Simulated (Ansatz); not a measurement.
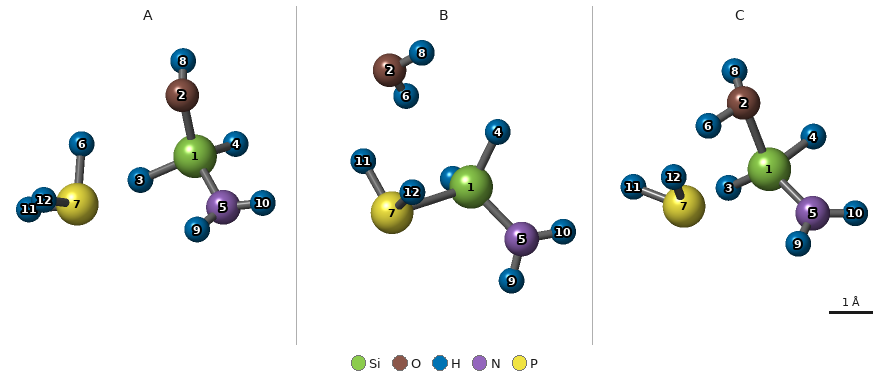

Three geometries of SiPNH₈O: a saddle point and the two minima that it joins, in shuffled order. The picture is a ball-and-stick view, seen at a tilt. Sticks join atoms that are closer than about 1.2 times the sum of their covalent radii (a little more with hydrogen).

Stationary points at PBE0-D4/def2-TZVP, single-point energies with CCSD(T)/CBS (def2-TZVPP where no basis is named; Ansatz 0.2.0). The energies are electronic, without zero-point or thermal terms, and both ends are the minima reached downhill from the saddle, with any fragments still in contact. CCSD(T)/CBS stands for a frozen-core estimate: MP2 correlation extrapolated from def2-TZVPP and def2-QZVPP, CCSD(T) minus MP2 from the smaller set.

### Which frame is the transition state, what reaction does it lead through, and what barrier is to be expected?

Frame C is the saddle point. Counted by bonded pieces, A holds PH₃ + SiH₅NO and B holds H₂O + SiPH₆N. From A over the saddle to B, bonds form: Si1–P7 (3.84 → 2.67 → 2.24 Å), O2–H6 (3.00 → 1.07 → 0.96 Å). Bonds break: Si1–O2 (1.65 → 1.84 → 3.44 Å), H6–P7 (1.42 → 2.00 → 3.82 Å). The saddle has one imaginary mode, 493i cm⁻¹. With CCSD(T)/CBS the barrier is 2.18 eV from A and 1.31 eV from B, and B lies 0.87 eV above A.
